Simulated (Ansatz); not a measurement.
**ClFGe2H2O: from a rough start to a stationary point**

Aim: relax ClFGe2H2O from a cheap starting geometry, then compute its harmonic vibrations to see whether it is a minimum and to get the zero-point energy and entropy, and look at its orbitals and charge.

Program: Ansatz 0.2.0, Gaussian basis. Level of theory: RKS PBE0-D4/def2-TZVP. These are calculated values, not measurements.

Plan: relaxation at PBE-D4/def2-SVP; relaxation at PBE0-D4/def2-TZVP; harmonic vibrations at the same level; a single point in def2-TZVPP for the fields.

### Step 1. The starting structure

7 atoms, charge 0, spin multiplicity 1.

Atoms are counted from 1 here; the program's logs count them from 0.

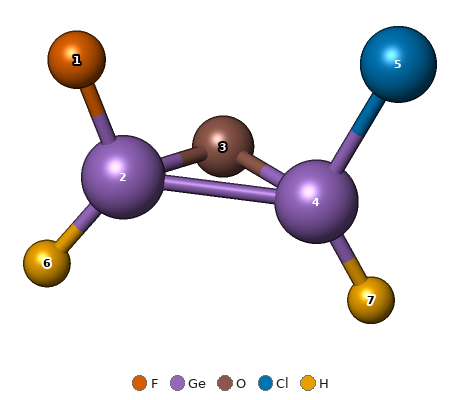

The starting geometry (fluorine orange, germanium purple, oxygen brown, chlorine blue, hydrogen amber); atoms are numbered from 1 in the order of the file.

Coordinates:

```xyz
7

F    -2.3401   -0.1265    0.6077
Ge   -0.6950    0.0498    1.0251
O     0.2235   -1.1377    0.0755
Ge    0.8856    0.3022   -0.8304
Cl   -0.1504    0.3275   -2.7828
H    -0.2301    0.0449    2.5042
H     2.3678    0.4718   -0.6450
```

The start is a force-field geometry with small random shifts, so a cheaper pass at PBE-D4/def2-SVP comes first.

### Step 2. Geometry optimisation, PBE-D4/def2-SVP (cheap first pass)

in.yaml

```yaml
crystal:
  periodic: [false, false, false]
  atoms:
    - {symbol: F, position_ang: [-2.340100, -0.126500, 0.607700]}
    - {symbol: Ge, position_ang: [-0.695000, 0.049800, 1.025100]}
    - {symbol: O, position_ang: [0.223500, -1.137700, 0.075500]}
    - {symbol: Ge, position_ang: [0.885600, 0.302200, -0.830400]}
    - {symbol: Cl, position_ang: [-0.150400, 0.327500, -2.782800]}
    - {symbol: H, position_ang: [-0.230100, 0.044900, 2.504200]}
    - {symbol: H, position_ang: [2.367800, 0.471800, -0.645000]}
basis:
  gaussian: {orbitals: def2-SVP}
hamiltonian: {xc: pbe, dispersion: d4}
relax: {f_tol: 0.03, max_steps: 200}
```

Started as:

```bash
$ ansatz run in.yaml --threads 4 --pin off --events-out ev --progress --plain --max-ram 10444MiB
```

The program printed, shortened:

```text
Functional definition: PBE
  name "PBE"
  cite "Perdew, Burke & Ernzerhof, Phys. Rev. Lett. 77, 3865 (1996) doi:10.1103/PhysRevLett.77.3865"
  parent pbe
[...]
1304 factors; their error is unknown
[...]
mean field -130308.22260772 eV, -4788.7388547482 hartree, gradient 2.2e-5 eV, S^2 0.000000; 0 other end points of the search recorded, 0 dependent functions left out
[...]
reference -130308.22264211 eV, -4788.7388560117 hartree; 50, 50 occupied and 70, 70 virtual orbitals, 1304 factors
relax step   1: F+E_penalty+E_count = -130308.42200302 eV  Δ(F+E_penalty+E_count) = +0.000e0 eV  max|allowed force component| = 2.276e0 eV/Å  Δτ_max = 0.0000 Å  (30 SCF iters, accepted)
[...]
relax step   6: F+E_penalty+E_count = -130308.92108008 eV  Δ(F+E_penalty+E_count) = +3.052e-4 eV  max|allowed force component| = 3.288e-2 eV/Å  Δτ_max = 0.0258 Å  (28 SCF iters, rejected (line search))
[...]
relax step   7: F+E_penalty+E_count = -130308.92160896 eV  Δ(F+E_penalty+E_count) = -2.236e-4 eV  max|allowed force component| = 2.243e-2 eV/Å  Δτ_max = 0.0129 Å  (28 SCF iters, accepted)
1304 factors; their error is unknown
[...]
mean field -130308.72655052 eV, -4788.7573743044 hartree, gradient 4.5e-5 eV, S^2 0.000000; 1 other end points of the search recorded, 0 dependent functions left out
[...]
reference -130308.72658471 eV, -4788.7573755610 hartree; 50, 50 occupied and 70, 70 virtual orbitals, 1304 factors
Total energy: -130308.92164315 eV, -4788.7645438263 hartree
Atom 0 at    -2.353411    -0.077394     0.743191 Å, force     0.001092    -0.003088    -0.003307 eV/Å
Atom 1 at    -0.626343     0.056405     1.032499 Å, force     0.012835    -0.005539    -0.013992 eV/Å
Atom 2 at     0.317471    -1.241019     0.112457 Å, force    -0.011951     0.004760     0.022433 eV/Å
Atom 3 at     0.817464     0.298347    -0.800358 Å, force     0.001161    -0.004434    -0.003927 eV/Å
Atom 4 at     0.012078     0.371648    -2.812384 Å, force    -0.004109     0.007870    -0.012515 eV/Å
Atom 5 at    -0.457822     0.024733     2.573078 Å, force     0.000773    -0.001665     0.007739 eV/Å
Atom 6 at     2.351862     0.499281    -0.894183 Å, force     0.000199     0.002095     0.003568 eV/Å
Dipole moment:     0.432118     0.397435     0.339743 e Å
```

It took 6 s on 4 threads of Intel Xeon 6975P-C, shared host.

Step by step:

```
step  energy from step 1 (eV)  largest force component (eV/Å)
   1                   0.0000                          2.2757
   2                  -0.4172                          0.9363
   3                  -0.4917                          0.2624
   4                  -0.4987                          0.0723
   5                  -0.4994                          0.0313
   6                  -0.4991                          0.0329
   7                  -0.4996                          0.0224
```

Distances of close pairs at the start and the end, largest changes first:

```csv
bond,before (Å),after (Å),change (Å)
Ge2–Ge4,2.450,2.346,-0.105
Ge2–O3,1.776,1.849,+0.073
F1–Ge2,1.706,1.756,+0.050
Ge4–H7,1.503,1.550,+0.047
Ge4–Cl5,2.210,2.168,-0.042
O3–Ge4,1.825,1.858,+0.033
Ge2–H6,1.550,1.550,-0.000
```

### Step 3. Relaxation at PBE0-D4/def2-TZVP

in.yaml

```yaml
crystal:
  periodic: [false, false, false]
  atoms:
    - {symbol: F, position_ang: [-2.353411, -0.077394, 0.743191]}
    - {symbol: Ge, position_ang: [-0.626343, 0.056405, 1.032499]}
    - {symbol: O, position_ang: [0.317471, -1.241019, 0.112457]}
    - {symbol: Ge, position_ang: [0.817464, 0.298347, -0.800358]}
    - {symbol: Cl, position_ang: [0.012078, 0.371648, -2.812384]}
    - {symbol: H, position_ang: [-0.457822, 0.024733, 2.573078]}
    - {symbol: H, position_ang: [2.351862, 0.499281, -0.894183]}
basis:
  gaussian: {orbitals: def2-TZVP}
hamiltonian: {xc: pbe0, dispersion: d4}
relax: {f_tol: 0.005, max_steps: 150}
```

The command is unchanged.

The program printed, shortened:

```text
Functional definition: PBE0
  name "PBE0"
  cite "Adamo & Barone, J. Chem. Phys. 110, 6158 (1999) doi:10.1063/1.478522"
  cite "Perdew, Burke & Ernzerhof, Phys. Rev. Lett. 77, 3865 (1996) doi:10.1103/PhysRevLett.77.3865"
  parent pbe
[...]
1465 factors; their error is unknown
[...]
mean field -130337.08596158 eV, -4789.7995634382 hartree, gradient 2.2e-5 eV, S^2 0.000000; 0 other end points of the search recorded, 0 dependent functions left out
[...]
reference -130337.08599053 eV, -4789.7995645019 hartree; 50, 50 occupied and 157, 157 virtual orbitals, 1465 factors
relax step   1: F+E_penalty+E_count = -130337.25327688 eV  Δ(F+E_penalty+E_count) = +0.000e0 eV  max|allowed force component| = 1.111e0 eV/Å  Δτ_max = 0.0000 Å  (30 SCF iters, accepted)
[...]
reference -130337.14272258 eV, -4789.8016493664 hartree; 50, 50 occupied and 157, 157 virtual orbitals, 1465 factors
Total energy: -130337.31187743 eV, -4789.8078656924 hartree
Atom 0 at    -2.314046    -0.078529     0.729388 Å, force     0.000102     0.000113    -0.000596 eV/Å
Atom 1 at    -0.613965     0.047569     1.021473 Å, force     0.000833    -0.001075    -0.000292 eV/Å
Atom 2 at     0.299662    -1.220401     0.102807 Å, force    -0.000494     0.000708     0.001639 eV/Å
Atom 3 at     0.803621     0.286886    -0.792267 Å, force    -0.000136    -0.000087     0.000354 eV/Å
Atom 4 at     0.015273     0.365581    -2.774704 Å, force     0.000549     0.000471     0.000503 eV/Å
Atom 5 at    -0.447538     0.031975     2.543911 Å, force     0.000213    -0.000008    -0.000839 eV/Å
Atom 6 at     2.318292     0.498920    -0.876309 Å, force    -0.001067    -0.000122    -0.000769 eV/Å
Dipole moment:     0.475708     0.408140     0.369880 e Å
```

Wall time 24 s (4 threads of Intel Xeon 6975P-C, shared host); peak memory 0.78 GiB.

Step by step: (the energy doesn't fall at every step)

```csv
step,energy from step 1 (eV),largest force component (eV/Å)
1,0.0000,1.1106
2,-0.0506,0.4753
3,-0.0578,0.0989
4,-0.0237,0.9254
5,-0.0585,0.0226
6,-0.0586,0.0077
7,-0.0586,0.0039
8,-0.0586,0.0016
```

The force was under the threshold of 0.005 eV/Å already at step 7, but the program went on to step 8.

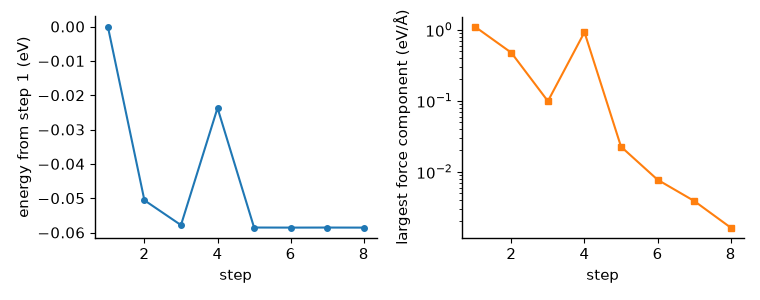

Energy and largest force along the relaxation.

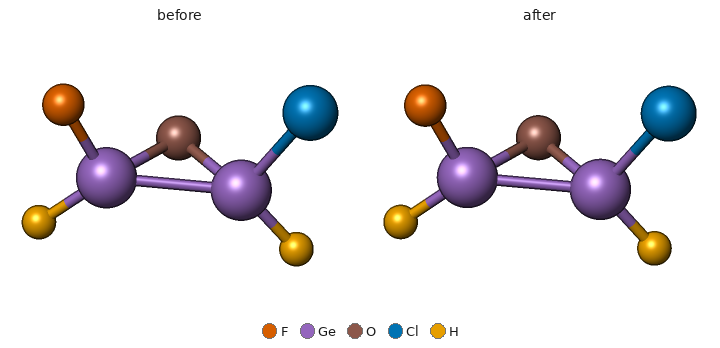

The geometry before (left) and after (right).

Distances of close pairs at the start and the end, largest changes first:

```csv
bond,before (Å),after (Å),change (Å)
Ge2–O3,1.849,1.813,-0.037
O3–Ge4,1.858,1.824,-0.034
Ge4–Cl5,2.168,2.135,-0.034
Ge2–Ge4,2.346,2.314,-0.031
F1–Ge2,1.756,1.730,-0.027
Ge4–H7,1.550,1.532,-0.019
Ge2–H6,1.550,1.532,-0.019
```

Mulliken charges at the end point, from the run's report:

```csv
atom,value (e)
F1,-0.35
Ge2,0.59
O3,-0.50
Ge4,0.43
Cl5,-0.27
H6,0.04
H7,0.05
```

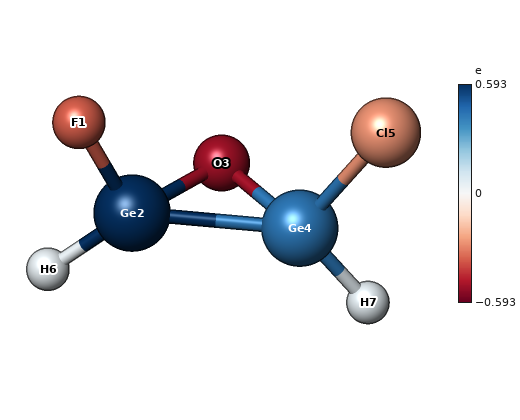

Mulliken charges at the end point, from the run's report, as colours on the atoms.

### Step 4. Harmonic vibrations

in.yaml

```yaml
crystal:
  periodic: [false, false, false]
  atoms:
    - {symbol: F, position_ang: [-2.314046, -0.078529, 0.729388]}
    - {symbol: Ge, position_ang: [-0.613965, 0.047569, 1.021473]}
    - {symbol: O, position_ang: [0.299662, -1.220401, 0.102807]}
    - {symbol: Ge, position_ang: [0.803621, 0.286886, -0.792267]}
    - {symbol: Cl, position_ang: [0.015273, 0.365581, -2.774704]}
    - {symbol: H, position_ang: [-0.447538, 0.031975, 2.543911]}
    - {symbol: H, position_ang: [2.318292, 0.498920, -0.876309]}
basis:
  gaussian: {orbitals: def2-TZVP}
hamiltonian: {xc: pbe0, dispersion: d4}
phonons: {temperatures: {t_min: 298.15, t_max: 900, t_step: 200}}
```

The command is unchanged.

The program printed, shortened:

```text
Functional definition: PBE0
  name "PBE0"
  cite "Adamo & Barone, J. Chem. Phys. 110, 6158 (1999) doi:10.1063/1.478522"
  cite "Perdew, Burke & Ernzerhof, Phys. Rev. Lett. 77, 3865 (1996) doi:10.1103/PhysRevLett.77.3865"
  parent pbe
[...]
1465 factors; their error is unknown
[...]
mean field -130337.14269640 eV, -4789.8016484044 hartree, gradient 2.3e-5 eV, S^2 0.000000; 0 other end points of the search recorded, 0 dependent functions left out
[...]
reference -130337.14272522 eV, -4789.8016494633 hartree; 50, 50 occupied and 157, 157 virtual orbitals, 1465 factors
[...]
1465 factors; their error is unknown
mean field -130337.14258590 eV, -4789.8016443435 hartree, gradient 2.6e-6 eV, S^2 0.000000; 0 other end points of the search recorded, 0 dependent functions left out
[...]
Total energy: -130337.31188007 eV, -4789.8078657895 hartree
Atom 0 at    -2.314046    -0.078529     0.729388 Å, force     0.000099     0.000111    -0.000589 eV/Å
Atom 1 at    -0.613965     0.047569     1.021473 Å, force     0.000846    -0.001088    -0.000290 eV/Å
Atom 2 at     0.299662    -1.220401     0.102807 Å, force    -0.000509     0.000721     0.001633 eV/Å
Atom 3 at     0.803621     0.286886    -0.792267 Å, force    -0.000142    -0.000067     0.000341 eV/Å
Atom 4 at     0.015273     0.365581    -2.774704 Å, force     0.000569     0.000459     0.000514 eV/Å
Atom 5 at    -0.447538     0.031975     2.543911 Å, force     0.000213    -0.000008    -0.000839 eV/Å
Atom 6 at     2.318292     0.498920    -0.876309 Å, force    -0.001076    -0.000126    -0.000771 eV/Å
Dipole moment:     0.475707     0.408141     0.369881 e Å
Vibrations: 80.31 119.61 165.32 241.33 301.66 373.14 447.99 609.30 645.89 700.15 713.15 731.21 764.58 2163.30 2167.81 cm⁻¹, zero-point energy 0.633854 eV
```

Run time: 83 s. Hardware: 4 threads of Intel Xeon 6975P-C, shared host; peak memory 0.77 GiB.

Motions are named by where the mode's potential energy lies. Wavenumbers, unscaled:

```
mode  cm⁻¹                   motion
   1    80                     bend
   2   120                     bend
   3   165                     bend
   4   241                     bend
   5   302  Ge–Ge stretch with bend
   6   373   bend with Ge–O stretch
   7   448            Ge–Cl stretch
   8   609                     bend
   9   646   bend with Ge–O stretch
  10   700   Ge–F stretch with bend
  11   713                     bend
  12   731   bend with Ge–F stretch
  13   765   Ge–O stretch with bend
  14  2163             Ge–H stretch
  15  2168             Ge–H stretch
```

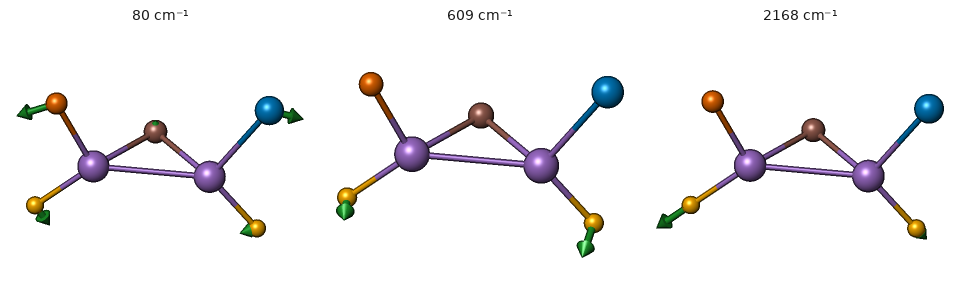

How the atoms move in 3 of the modes.

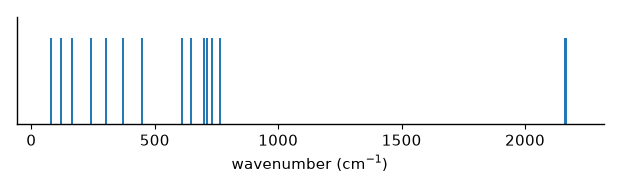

The harmonic wavenumbers as sticks (no intensities were computed).

From these modes and the moments of inertia (298.15 K, 1 bar, symmetry number 1):

| term | value |
| --- | --- |
| zero-point energy | 61.2 kJ/mol |
| H(298) − E | 82.4 kJ/mol |
| entropy, translation | 176.0 J/(mol K) |
| entropy, rotation | 121.4 J/(mol K) |
| entropy, vibration | 68.9 J/(mol K) |
| entropy, total | 366.3 J/(mol K) |

### Step 5. A single point for the fields

in.yaml, as its differences from that of step 4:

```diff
@@ -11,4 +11,4 @@
 basis:
-  gaussian: {orbitals: def2-TZVP}
+  gaussian: {orbitals: def2-TZVPP}
 hamiltonian: {xc: pbe0, dispersion: d4}
-phonons: {temperatures: {t_min: 298.15, t_max: 900, t_step: 200}}
+output: {orbitals: {seedname: orbitals}}
```

Launched as before.

The program printed:

```text
Functional definition: PBE0
  name "PBE0"
  cite "Adamo & Barone, J. Chem. Phys. 110, 6158 (1999) doi:10.1063/1.478522"
  cite "Perdew, Burke & Ernzerhof, Phys. Rev. Lett. 77, 3865 (1996) doi:10.1103/PhysRevLett.77.3865"
  parent pbe
  parameter a = 0.25
  parameter kappa = 0.804
  parameter beta = 0.06672455060314922
  exchange = (1 - a)*pbe_x(kappa = kappa, mu = beta*pi^2/3) + a*exact_x
  correlation = pbe_c(beta = beta)
1552 factors; their error is unknown
mean field evaluation 1: about -130328.3576 eV, gradient 7.2e1 eV
mean field evaluation 2: about -130269.8438 eV, gradient 1.8e2 eV
mean field evaluation 4: about -130336.1292 eV, gradient 1.7e1 eV
mean field evaluation 8: about -130336.5696 eV, gradient 8.0e-2 eV
mean field evaluation 16: about -130337.1570 eV, gradient 8.4e-5 eV
mean field -130337.15697162 eV, -4789.8021730089 hartree, gradient 8.4e-5 eV, S^2 0.000000; 0 other end points of the search recorded, 0 dependent functions left out
reference -130337.15700052 eV, -4789.8021740711 hartree; 50, 50 occupied and 178, 178 virtual orbitals, 1552 factors
Total energy: -130337.32615538 eV, -4789.8083903973 hartree
```

Run time: 2.4 s. Hardware: 4 threads of Intel Xeon 6975P-C, shared host; peak memory 0.88 GiB.

Orbitals, density, ELF and potential are computed afterwards from the orbital file.

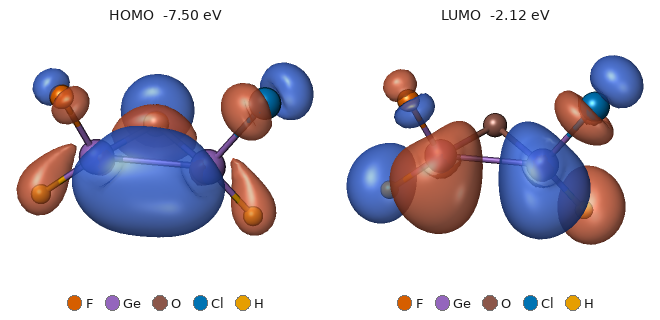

Frontier orbitals at PBE0-D4/def2-TZVPP; each surface holds 70 % of the orbital's density, blue and red mark the sign.

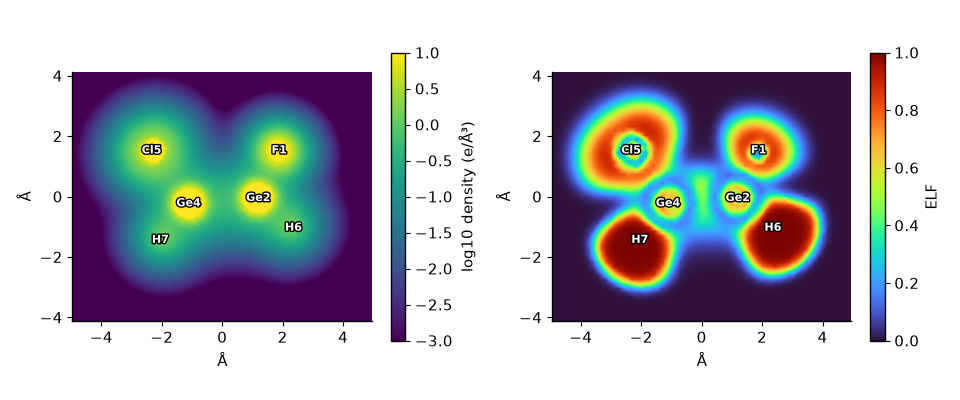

Density (left) and ELF (right) in a plane through or near 6 of the atoms.

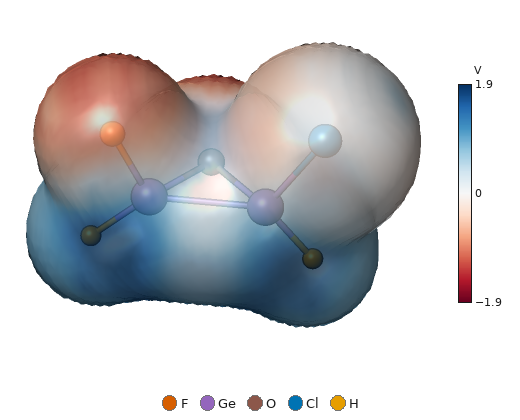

The potential that a unit positive charge feels on the 0.002 e/bohr³ surface, from -1.37 V near O3 to 1.90 V near Ge2.

### Step 6. What came out

| quantity | value |
| --- | --- |
| point group | C1 |
| steps | 7 + 8 |
| shift from the start (rms) | 0.161 Å |
| total energy | -130337.3119 eV |
| dispersion term | -169 meV |
| dipole moment | 3.50 D |
| lowest, highest wavenumber | 80, 2168 cm⁻¹ |
| zero-point energy | 61.2 kJ/mol |
| entropy at 298.15 K | 366.3 J/(mol K) |
| HOMO, LUMO | -7.50, -2.12 eV |

**Reading.** The atoms moved 0.16 Å (rms) from the start; the bond that changed most is Ge2–Ge4, from 2.450 to 2.314 Å. No mode is imaginary: a true minimum at this level. The stiffest mode, 2168 cm⁻¹, is a Ge–H stretch, and 3 modes under 200 cm⁻¹ make the vibrational entropy uncertain. Harmonic hybrid wavenumbers usually lie a few per cent above measured fundamentals. The largest Mulliken charge, +0.59 e, sits on Ge2. The HOMO lies mostly on O3 28 %; Ge2, Ge4 about 24 % each and the LUMO on Ge2, Ge4 about 28 % each; H6, H7 about 14 % each.
